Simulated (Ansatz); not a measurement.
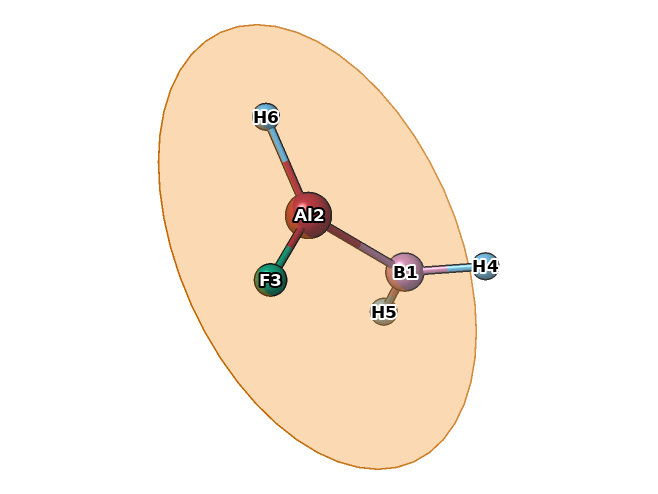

A disc through the centre of mass is drawn in. Distant atoms are faded towards the background colour. The geometry was computed by an optimisation with PBE-D4/def2-SVP. No frequency run is at hand to confirm it as a minimum.

**Is the plane of the disc a mirror plane of the structure?**

Yes. The reflection leaves B1, Al2, F3, H6 in place and moves H4 ↔ H5. The point group is Cs.
